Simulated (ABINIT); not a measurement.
# A GW chain in ABINIT: SiC (Moissanite), part 2 of 3

Wanted: ground state, empty states, screening and self-energy for SiC (Moissanite).

ABINIT 10.8.3; PBE and many-body steps on it, plane waves. Known limits of the many-body steps: not at the basis limit; coarse k mesh.

So far. Step 2 (Ground state): The gap is indirect, with the least direct gap 1.11 eV higher.

## 3. Bands along the symmetry lines

Level of this step: DFT, PBE, plane waves, norm-conserving pseudopotentials (ABINIT).

Levels along a band path, at the cheap level, show where the edges lie and whether the meshes to come will hold them.

Input file run.abi:

```
acell 3*1.0 Angstrom
rprim 
  3.081000000023 -0.000000000005 0.000000000000
  -1.540500000007 2.668224269083 0.000000000000
  0.000000000000 0.000000000000 15.124800000000
ntypat 2
znucl 14 6
natom 12
typat 1 1 1 1 1 1 2 2 2 2 2 2
xred 
  0.000000000000 0.000000000000 0.000000000000
  0.000000000000 0.000000000000 0.500000000000
  0.333333333333 0.666666666667 0.166400000000
  0.666666666667 0.333333333333 0.666400000000
  0.666666666667 0.333333333333 0.332900000000
  0.333333333333 0.666666666667 0.832900000000
  0.333333333333 0.666666666667 0.041200000000
  0.666666666667 0.333333333333 0.541200000000
  0.666666666667 0.333333333333 0.208000000000
  0.333333333333 0.666666666667 0.708000000000
  0.000000000000 0.000000000000 0.374600000000
  0.000000000000 0.000000000000 0.874600000000
pp_dirpath "pseudos"
pseudos "Si.upf, C.upf"
ecut 37
iscf -2
irdden 1
kptopt 0
nkpt 39
kpt 
  0.00000000 0.00000000 0.00000000
  0.12500000 0.00000000 0.00000000
  0.25000000 0.00000000 0.00000000
  0.37500000 0.00000000 0.00000000
  0.50000000 0.00000000 0.00000000
  0.45833333 0.08333333 0.00000000
  0.41666666 0.16666666 0.00000000
  0.37500000 0.25000000 0.00000000
  0.33333333 0.33333333 0.00000000
  0.25000000 0.25000000 0.00000000
  0.16666666 0.16666666 0.00000000
  0.08333333 0.08333333 0.00000000
  0.00000000 0.00000000 0.00000000
  0.00000000 0.00000000 0.12500000
  0.00000000 0.00000000 0.25000000
  0.00000000 0.00000000 0.37500000
  0.00000000 0.00000000 0.50000000
  0.12500000 0.00000000 0.50000000
  0.25000000 0.00000000 0.50000000
  0.37500000 0.00000000 0.50000000
  0.50000000 0.00000000 0.50000000
  0.45833333 0.08333333 0.50000000
  0.41666666 0.16666666 0.50000000
  0.37500000 0.25000000 0.50000000
  0.33333333 0.33333333 0.50000000
  0.25000000 0.25000000 0.50000000
  0.16666666 0.16666666 0.50000000
  0.08333333 0.08333333 0.50000000
  0.00000000 0.00000000 0.50000000
  0.50000000 0.00000000 0.50000000
  0.50000000 0.00000000 0.37500000
  0.50000000 0.00000000 0.25000000
  0.50000000 0.00000000 0.12500000
  0.50000000 0.00000000 0.00000000
  0.33333333 0.33333333 0.50000000
  0.33333333 0.33333333 0.37500000
  0.33333333 0.33333333 0.25000000
  0.33333333 0.33333333 0.12500000
  0.33333333 0.33333333 0.00000000
istwfk *1
nband 39
nbdbuf 10
tolwfr 1e-07
nstep 50
prtwf 0
prtvol 0
indata_prefix "in"
outdata_prefix "out"
tmpdata_prefix "tmp"
```

Started as:

```
OMP_NUM_THREADS=1 mpirun -n 8 abinit run.abi > log
```

Numbers of over 12 decimals in the logs are rounded to 6 here.

Output:

```text
.Version 10.8.3 of ABINIT. v10.8.2 released Aug 2026.

 Symmetries : space group P6_3 m c (#186); Bravais hP (primitive hexag.)
[... echo of the input left out ...]
== DATASET  1 ==================================================================
-   mpi_nproc: 8, omp_nthreads: 1 (-1 if OMP is not activated)

--- !DatasetInfo
iteration_state: {dtset: 1, }
dimensions: {natom: 12, nkpt: 39, mband: 39, nsppol: 1, nspinor: 1, nspden: 1, mpw: 9084, }
cutoff_energies: {ecut:  37.0, pawecutdg:  -1.0, }
electrons: {nelect:   4.80000000E+01, charge:   0.00000000E+00, occopt:   1.00000000E+00, tsmear:   1.00000000E-02, }

 Real(R)+Recip(G) space primitive vectors, cartesian coordinates (Bohr,Bohr^-1):
 R(1)=  5.8222462  0.0000000  0.0000000  G(1)=  0.1717550  0.0991628  0.0000000
 R(2)= -2.9111231  5.0422131  0.0000000  G(2)=  0.0000000  0.1983256  0.0000000
 R(3)=  0.0000000  0.0000000 28.5817297  G(3)=  0.0000000  0.0000000  0.0349874
 Unit cell volume ucvol=  8.3907401E+02 bohr^3
 Angles (23,13,12)=  9.00000000E+01  9.00000000E+01  1.20000000E+02 degrees

 getcut: wavevector=  0.0000  0.0000  0.0000  ngfft=  32  32 160
         ecut(hartree)=     37.000   => boxcut(ratio)=   2.00721

--- Pseudopotential description ------------------------------------------------
- Si Generated using ONCVPSP code by D. R. Hamann
- 14.00000   4.00000  171031                  znucl, zion, pspdat
12 -101130 2 -1 1510                          pspcod,pspxc,lmax,lloc,mmax
     nproj     2     2     2
  pspatm : epsatm=    9.34321561
         --- l  ekb(1:nproj) -->
             0    5.168965    0.829883
             1    2.571282    0.578307
             2   -2.427311   -0.488097
 pspatm: atomic psp has been read  and splines computed

- C Generated using ONCVPSP code by D. R. Hamann
-  6.00000   4.00000  171031                  znucl, zion, pspdat
12 -101130 1 -1 1248                          pspcod,pspxc,lmax,lloc,mmax
     nproj     2     2     0
  pspatm : epsatm=    4.31346680
         --- l  ekb(1:nproj) -->
[...]
pspatm: atomic psp has been read  and splines computed

--------------------------------------------------------------------------------

================================================================================
 prteigrs : about to open file out_EIG
 Non-SCF case, kpt    1 (  0.00000  0.00000  0.00000), residuals and eigenvalues=
  9.59E-08  5.63E-08  5.28E-08  3.65E-08  2.07E-08  2.09E-08  5.46E-08  9.87E-08
  9.79E-08  6.02E-08  5.64E-08  2.47E-08  4.49E-08  4.00E-08  7.44E-08  3.21E-08
  6.60E-08  4.88E-08  8.94E-08  3.66E-08  6.30E-08  5.17E-08  7.16E-08  7.84E-08
[...]
6.63E-06  2.10E-05  6.10E-05  2.82E-05  2.18E-04  1.32E-04  8.70E-04
 -3.1545E-01 -2.9686E-01 -2.9447E-01 -2.4084E-01 -2.3854E-01 -1.8472E-01
 -6.3069E-02  2.2765E-02  2.4441E-02  1.6275E-01  1.6448E-01  2.1016E-01
[...]
- [ -2.9111231,   5.0422131,   0.0000000, ]
- [  0.0000000,   0.0000000,  28.5817297, ]
lattice_lengths: [   5.82225,    5.82225,   28.58173, ]
lattice_angles: [ 90.000,  90.000, 120.000, ] # degrees, (23, 13, 12)
lattice_volume:   8.3907401E+02
convergence: {deltae:  0.000E+00, res2:  0.000E+00, residm:  9.997E-08, diffor:  0.000E+00, }
etotal    :  -6.16181537E+01
entropy   :   0.00000000E+00
fermie    :   2.52514639E-01
cartesian_stress_tensor: null
pressure_GPa: null
xred      :
- [  0.0000E+00,   0.0000E+00,  -2.7756E-17, Si]
- [  0.0000E+00,   0.0000E+00,   5.0000E-01, Si]
- [  3.3333E-01,   6.6667E-01,   1.6640E-01, Si]
- [  6.6667E-01,   3.3333E-01,   6.6640E-01, Si]
- [  6.6667E-01,   3.3333E-01,   3.3290E-01, Si]
- [  3.3333E-01,   6.6667E-01,   8.3290E-01, Si]
- [  3.3333E-01,   6.6667E-01,   4.1200E-02,  C]
- [  6.6667E-01,   3.3333E-01,   5.4120E-01,  C]
- [  6.6667E-01,   3.3333E-01,   2.0800E-01,  C]
- [  3.3333E-01,   6.6667E-01,   7.0800E-01,  C]
- [  0.0000E+00,   0.0000E+00,   3.7460E-01,  C]
- [  0.0000E+00,   0.0000E+00,   8.7460E-01,  C]
cartesian_forces: null
force_length_stats: {min: null, max: null, mean: null, }

 Integrated electronic density in atomic spheres:
 ------------------------------------------------
 Atom  Sphere_radius  Integrated_density
[...]
================================================================================

 ----iterations are completed or convergence reached----

 Mean square residual over all n,k,spin=   48.975E-09; max=  99.972E-09
 reduced coordinates (array xred) for   12 atoms
[...]
0.000000000000      0.000000000000      0.374600000000
       0.000000000000      0.000000000000      0.874600000000

 cartesian coordinates (angstrom) at end:
    1      0.000000     0.000000    -0.000000
    2      0.000000     0.000000     7.562400
    3      3e-12     1.778816     2.516767
[...]
11      0.000000     0.000000     5.665750
   12      0.000000     0.000000    13.228150
 length scales=  1.889726125908  1.889726125908  1.889726125908 bohr
              =  1.000000000000  1.000000000000  1.000000000000 angstroms
 prteigrs : about to open file out_EIG
 Eigenvalues (hartree) for nkpt=  39  k points:
 kpt#   1, nband= 39, wtk=  1.00000, kpt=  0.0000  0.0000  0.0000 (reduced coord)
[...]
kpt#   2, nband= 39, wtk=  1.00000, kpt=  0.1250  0.0000  0.0000 (reduced coord)
[...]
kpt#   3, nband= 39, wtk=  1.00000, kpt=  0.2500  0.0000  0.0000 (reduced coord)
[...]
kpt#  38, nband= 39, wtk=  1.00000, kpt=  0.3333  0.3333  0.1250 (reduced coord)
[...]
0.54167    0.58574    0.59147    0.59175    0.63001    0.63400    0.64179
 kpt#  39, nband= 39, wtk=  1.00000, kpt=  0.3333  0.3333  0.0000 (reduced coord)
[...]
0.08502    0.08502    0.12872    0.12872    0.13711    0.17137    0.17615    0.17615
   0.38089    0.38089    0.39018    0.43787    0.48068    0.48068    0.49661    0.49661
   0.53901    0.58691    0.59140    0.59178    0.63182    0.63566    0.64404

== END DATASET(S) ==============================================================
================================================================================

 -outvars: echo values of variables after computation  --------
            nband          39
             nkpt          39
          spgroup         186
 [... the other variables as echoed above ...]

 Calculation completed.
```

Run time: 35 s. Hardware: 8 MPI ranks of Arm Neoverse V1, shared host; peak memory 0.82 GiB.

This step gave:

| Property | Result |
| --- | --- |
| gap | 2.012 eV |
| k of the valence top | 0, 0, 0 |
| k of the conduction bottom | 0.5, 0, 0.25 |
| least direct gap | 3.123 eV |

The gap is 2.012 eV, −0.005 eV from the run before at this level.

The electronic bands at the labelled points (eV, zero at the top of the highest filled band):

```tsv
point	band 21	band 22	band 23	band 24	band 25	band 26	band 27	band 28
Γ	-0.29	-0.04	0.00	0.00	5.16	5.34	5.74	6.25
M	-1.84	-1.76	-1.66	-1.11	2.02	2.21	3.23	3.89
K	-3.14	-2.21	-2.08	-2.08	3.49	3.49	3.75	5.04
Γ	-0.29	-0.04	0.00	0.00	5.16	5.34	5.74	6.25
A	-0.09	-0.09	-0.09	-0.09	5.23	5.23	5.97	5.97
L	-1.72	-1.72	-1.31	-1.31	2.06	2.06	3.45	3.45
H	-2.63	-2.63	-2.27	-2.27	3.68	3.68	4.32	4.32
A	-0.09	-0.09	-0.09	-0.09	5.23	5.23	5.97	5.97
jump to L	-1.72	-1.72	-1.31	-1.31	2.06	2.06	3.45	3.45
M	-1.84	-1.76	-1.66	-1.11	2.02	2.21	3.23	3.89
jump to H	-2.63	-2.63	-2.27	-2.27	3.68	3.68	4.32	4.32
K	-3.14	-2.21	-2.08	-2.08	3.49	3.49	3.75	5.04
```

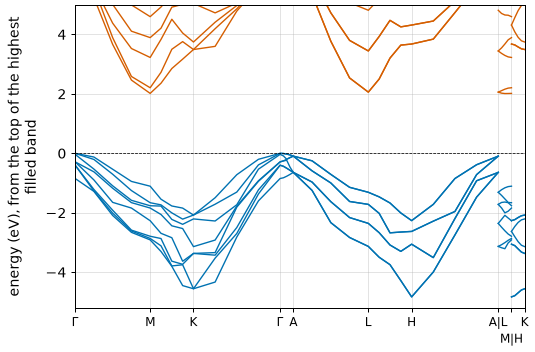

Electronic bands along the path; lines of filled and empty bands in two colours.

## 4. Empty states on the mesh, 3×3×1 mesh, 257 bands

The sums over transitions need many empty states on a uniform mesh; this step solves for them.

Input file run.abi:

```
acell 3*1.0 Angstrom
rprim 
  3.081000000023 -0.000000000005 0.000000000000
  -1.540500000007 2.668224269083 0.000000000000
  0.000000000000 0.000000000000 15.124800000000
ntypat 2
znucl 14 6
natom 12
typat 1 1 1 1 1 1 2 2 2 2 2 2
xred 
  0.000000000000 0.000000000000 0.000000000000
  0.000000000000 0.000000000000 0.500000000000
  0.333333333333 0.666666666667 0.166400000000
  0.666666666667 0.333333333333 0.666400000000
  0.666666666667 0.333333333333 0.332900000000
  0.333333333333 0.666666666667 0.832900000000
  0.333333333333 0.666666666667 0.041200000000
  0.666666666667 0.333333333333 0.541200000000
  0.666666666667 0.333333333333 0.208000000000
  0.333333333333 0.666666666667 0.708000000000
  0.000000000000 0.000000000000 0.374600000000
  0.000000000000 0.000000000000 0.874600000000
pp_dirpath "pseudos"
pseudos "Si.upf, C.upf"
ecut 37
ngkpt 3 3 1
nshiftk 1
shiftk 0 0 0
kptopt 1
chksymbreak 0
iscf -2
irdden 1
istwfk *1
nband 257
nbdbuf 22
tolwfr 1e-09
nstep 60
prtvol 0
indata_prefix "in"
outdata_prefix "out"
tmpdata_prefix "tmp"
```

Started as:

```
OMP_NUM_THREADS=2 mpirun -n 3 abinit run.abi > log
```

Output:

```text
.Version 10.8.3 of ABINIT. v10.8.2 released Aug 2026.

 Symmetries : space group P6_3 m c (#186); Bravais hP (primitive hexag.)
[... echo of the input left out ...]
== DATASET  1 ==================================================================
-   mpi_nproc: 3, omp_nthreads: 2 (-1 if OMP is not activated)

--- !DatasetInfo
iteration_state: {dtset: 1, }
dimensions: {natom: 12, nkpt: 3, mband: 257, nsppol: 1, nspinor: 1, nspden: 1, mpw: 9084, }
cutoff_energies: {ecut:  37.0, pawecutdg:  -1.0, }
electrons: {nelect:   4.80000000E+01, charge:   0.00000000E+00, occopt:   1.00000000E+00, tsmear:   1.00000000E-02, }

 Real(R)+Recip(G) space primitive vectors, cartesian coordinates (Bohr,Bohr^-1):
 R(1)=  5.8222462  0.0000000  0.0000000  G(1)=  0.1717550  0.0991628  0.0000000
 R(2)= -2.9111231  5.0422131  0.0000000  G(2)=  0.0000000  0.1983256  0.0000000
 R(3)=  0.0000000  0.0000000 28.5817297  G(3)=  0.0000000  0.0000000  0.0349874
 Unit cell volume ucvol=  8.3907401E+02 bohr^3
 Angles (23,13,12)=  9.00000000E+01  9.00000000E+01  1.20000000E+02 degrees

 getcut: wavevector=  0.0000  0.0000  0.0000  ngfft=  32  32 160
         ecut(hartree)=     37.000   => boxcut(ratio)=   2.00721

--- Pseudopotential description ------------------------------------------------
- Si Generated using ONCVPSP code by D. R. Hamann
- 14.00000   4.00000  171031                  znucl, zion, pspdat
12 -101130 2 -1 1510                          pspcod,pspxc,lmax,lloc,mmax
     nproj     2     2     2
  pspatm : epsatm=    9.34321561
         --- l  ekb(1:nproj) -->
             0    5.168965    0.829883
             1    2.571282    0.578307
             2   -2.427311   -0.488097
 pspatm: atomic psp has been read  and splines computed

- C Generated using ONCVPSP code by D. R. Hamann
-  6.00000   4.00000  171031                  znucl, zion, pspdat
12 -101130 1 -1 1248                          pspcod,pspxc,lmax,lloc,mmax
     nproj     2     2     0
  pspatm : epsatm=    4.31346680
         --- l  ekb(1:nproj) -->
[...]
pspatm: atomic psp has been read  and splines computed

--------------------------------------------------------------------------------

================================================================================
 prteigrs : about to open file out_EIG
 Non-SCF case, kpt    1 (  0.00000  0.00000  0.00000), residuals and eigenvalues=
  6.98E-10  8.99E-11  1.51E-10  3.93E-11  3.48E-11  3.53E-11  4.54E-11  7.13E-11
  6.96E-11  1.60E-10  1.48E-10  1.22E-10  1.66E-10  1.70E-10  1.94E-10  1.23E-10
  1.59E-10  9.48E-11  1.37E-10  1.31E-10  1.98E-10  1.28E-10  1.05E-10  1.12E-10
[...]
2.39E-04
 -3.1545E-01 -2.9686E-01 -2.9447E-01 -2.4084E-01 -2.3854E-01 -1.8472E-01
 -6.3069E-02  2.2765E-02  2.4441E-02  1.6275E-01  1.6448E-01  2.1016E-01
  2.1016E-01  2.1677E-01  2.1677E-01  2.2136E-01  2.2136E-01  2.3781E-01
[...]
2.8374E+00  2.8453E+00  2.8453E+00  2.8596E+00  2.8656E+00  2.8656E+00
  2.8684E+00  2.8684E+00  2.8785E+00  2.8785E+00  2.8859E+00  2.8931E+00
  2.8931E+00  2.9033E+00  2.9253E+00  2.9349E+00  2.9426E+00
 prteigrs : prtvol=0 or 1, do not print more k-points.

--- !ResultsGS
iteration_state: {dtset: 1, }
comment   : Summary of ground state results
lattice_vectors:
- [  5.8222462,  -0.0000000,   0.0000000, ]
- [ -2.9111231,   5.0422131,   0.0000000, ]
- [  0.0000000,   0.0000000,  28.5817297, ]
lattice_lengths: [   5.82225,    5.82225,   28.58173, ]
lattice_angles: [ 90.000,  90.000, 120.000, ] # degrees, (23, 13, 12)
lattice_volume:   8.3907401E+02
convergence: {deltae:  0.000E+00, res2:  0.000E+00, residm:  9.774E-10, diffor:  0.000E+00, }
etotal    :  -6.16181537E+01
entropy   :   0.00000000E+00
fermie    :   2.52514639E-01
cartesian_stress_tensor: null
pressure_GPa: null
xred      :
- [  0.0000E+00,   0.0000E+00,  -2.7756E-17, Si]
- [  0.0000E+00,   0.0000E+00,   5.0000E-01, Si]
- [  3.3333E-01,   6.6667E-01,   1.6640E-01, Si]
- [  6.6667E-01,   3.3333E-01,   6.6640E-01, Si]
- [  6.6667E-01,   3.3333E-01,   3.3290E-01, Si]
- [  3.3333E-01,   6.6667E-01,   8.3290E-01, Si]
- [  3.3333E-01,   6.6667E-01,   4.1200E-02,  C]
- [  6.6667E-01,   3.3333E-01,   5.4120E-01,  C]
- [  6.6667E-01,   3.3333E-01,   2.0800E-01,  C]
- [  3.3333E-01,   6.6667E-01,   7.0800E-01,  C]
- [  0.0000E+00,   0.0000E+00,   3.7460E-01,  C]
- [  0.0000E+00,   0.0000E+00,   8.7460E-01,  C]
cartesian_forces: null
force_length_stats: {min: null, max: null, mean: null, }

 Integrated electronic density in atomic spheres:
 ------------------------------------------------
 Atom  Sphere_radius  Integrated_density
[...]
================================================================================

 ----iterations are completed or convergence reached----

 Mean square residual over all n,k,spin=   31.227E-11; max=  97.743E-11
 reduced coordinates (array xred) for   12 atoms
[...]
0.000000000000      0.000000000000      0.374600000000
       0.000000000000      0.000000000000      0.874600000000

 cartesian coordinates (angstrom) at end:
    1      0.000000     0.000000    -0.000000
    2      0.000000     0.000000     7.562400
    3      3e-12     1.778816     2.516767
[...]
11      0.000000     0.000000     5.665750
   12      0.000000     0.000000    13.228150
 length scales=  1.889726125908  1.889726125908  1.889726125908 bohr
              =  1.000000000000  1.000000000000  1.000000000000 angstroms
 prteigrs : about to open file out_EIG
 Eigenvalues (hartree) for nkpt=   3  k points:
 kpt#   1, nband=257, wtk=  0.11111, kpt=  0.0000  0.0000  0.0000 (reduced coord)
[...]
2.83739    2.84533    2.84533    2.85957    2.86557    2.86557    2.86842    2.86842
   2.87848    2.87849    2.88587    2.89314    2.89314    2.90330    2.92532    2.93486
   2.94261
 prteigrs : prtvol=0 or 1, do not print more k-points.

== END DATASET(S) ==============================================================
================================================================================

 -outvars: echo values of variables after computation  --------
            nband         257
             nkpt           3
          spgroup         186
 [... the other variables as echoed above ...]

 Calculation completed.
```

Wall time 82 s (3 MPI ranks); peak memory 0.34 GiB; 6.2 min of CPU time.

Numbers from this step:

```yaml
gap: 2.813 eV
k_of_the_valence_top: 0, 0, 0
k_of_the_conduction_bottom: 0.3333, 0, 0
least_direct_gap: 3.641 eV
k_points_computed: 3
lowest_point_of_the_top_converged_band_above_the_valence_top: 68.9346 eV
```

On this mesh the gap is 2.813 eV. The earlier step found 2.017 eV, so this mesh misses an edge.

## 5. Screening, 3×3×1 mesh, 235 bands, screening to 155.1 eV

The RPA dielectric matrix is built and inverted for each q.

This step: RPA screening on PBE, plane waves, norm-conserving pseudopotentials.

run.abi: that of step 4 with these lines changed.

```diff
@@ -30,10 +30,11 @@
 chksymbreak 0
-iscf -2
-irdden 1
 istwfk *1
-nband 257
-nbdbuf 22
-tolwfr 1e-09
-nstep 60
-prtvol 0
+occopt 1
+irdwfk 1
+optdriver 3
+nband 235
+ecuteps 5.7
+inclvkb 2
+awtr 1
+symchi 1
 indata_prefix "in"
```

Started as:

```
OMP_NUM_THREADS=1 mpirun -n 8 abinit run.abi > log
```

Output:

```text
.Version 10.8.3 of ABINIT. v10.8.2 released Aug 2026.

 Symmetries : space group P6_3 m c (#186); Bravais hP (primitive hexag.)
[... echo of the input left out ...]
== DATASET  1 ==================================================================
-   mpi_nproc: 8, omp_nthreads: 1 (-1 if OMP is not activated)

--- !DatasetInfo
iteration_state: {dtset: 1, }
dimensions: {natom: 12, nkpt: 3, mband: 235, nsppol: 1, nspinor: 1, nspden: 1, mpw: 9084, }
cutoff_energies: {ecut:  37.0, pawecutdg:  -1.0, }
electrons: {nelect:   4.80000000E+01, charge:   0.00000000E+00, occopt:   1.00000000E+00, tsmear:   1.00000000E-02, }

 SCREENING: Calculation of the susceptibility and dielectric matrices

 Based on a program developped by R.W. Godby, V. Olevano, G. Onida, and L. Reining.
 Incorporated in ABINIT by V. Olevano, G.-M. Rignanese, and M. Torrent.
.Using double precision arithmetic ; gwpc =  8

[... cell and pseudopotentials left out ...]
--------------------------------------------------------------------------------

 ==== K-mesh for the wavefunctions ====
 Number of points in the irreducible wedge :     3
[... list of points left out ...]
 Together with 12 symmetry operations and time-reversal symmetry
 yields     9 points in the full Brillouin Zone.

 ==== Q-mesh for the screening function ====
 Number of points in the irreducible wedge :     3
[... list of points left out ...]
 Together with 12 symmetry operations and time-reversal symmetry
 yields     9 points in the full Brillouin Zone.

 setmesh: FFT mesh size selected  =    20x   20x  120
          total number of points  =        48000

 vcoul_init : cutoff-mode = AUXILIARY_FUNCTION
 q-points for optical limit:   1
     1)      0.000010    0.000020    0.000030

- screening: taking advantage of time-reversal symmetry
- Maximum band index for partially occupied states nbvw = 24
- Remaining bands to be divided among processors   nbcw = 211
- Number of bands treated by each node ~26

 Number of electrons calculated from density =   48.0000; Expected =   48.0000
 average of density, n =  0.057206
 r_s =    1.6100
 omega_plasma =   23.0715 [eV]

 calculating chi0 at frequencies [eV] :
  1    0.000000E+00    0.000000E+00
  2    0.000000E+00    2.307151E+01

--------------------------------------------------------------------------------
  q-point number  1        q = ( 0.000000, 0.000000, 0.000000) [r.l.u.]
--------------------------------------------------------------------------------
[... chi0 elements left out ...]
 For q-point:  0.000010 0.000020 0.000030
  dielectric constant =   9.7910
  dielectric constant without local fields =  10.7093

  Average fulfillment of the sum rule on Im[epsilon] for q-point    1 :     87.04  [%]
[... wings left out ...]
  q-point number  2        q = ( 0.333333, 0.000000, 0.000000) [r.l.u.]
--------------------------------------------------------------------------------
[... chi0 elements left out ...]
  Average fulfillment of the sum rule on Im[epsilon] for q-point    2 :     82.63  [%]

 [... 1 further q-points ...]
```

The job ended after 40 s (8 MPI ranks; peak memory 2.6 GiB; 5.3 min of CPU time).

Numbers from this step:

```yaml
eps_infinity_with_local_fields_on_this_mesh_along_the_program_s_q_direction: 9.791
the_same_without_local_fields: 10.71
plasma_frequency: 23.07 eV
plane_waves_in_the_screening_matrix: 553
```

Local fields lower ε∞ by 9 %. On a Γ-centred mesh this coarse the value itself is usually too large, while a short band sum pulls it down.

(Continued in part 3 of 3.)

[Paths, hosts, dates, memory and timing lines, banners, echoed tables and standing remarks are left out of the program output.]

[Logs are printed without paths, hosts, clocks, repeated set-up lines and the standing remarks that a program may print on its own settings, such as how far it seeks lower states.]

[Runs of the session that timed out or met a known fault of the program may be left out.]

[Hosts, paths, dates, database ids (printed as entryN), source tags and the programs' standing remarks are cut or masked in the printed files.]

[G0W0 gaps are taken among the corrected bands and points alone; a level outside them can change the order at an edge.]

[Where Ansatz stands beside ABINIT at settings called matched, ABINIT's density can come from a denser mesh and the files from another edition; pairs whose starting gaps differed by over 0.03 eV were left out, so agreement reads better than it is.]
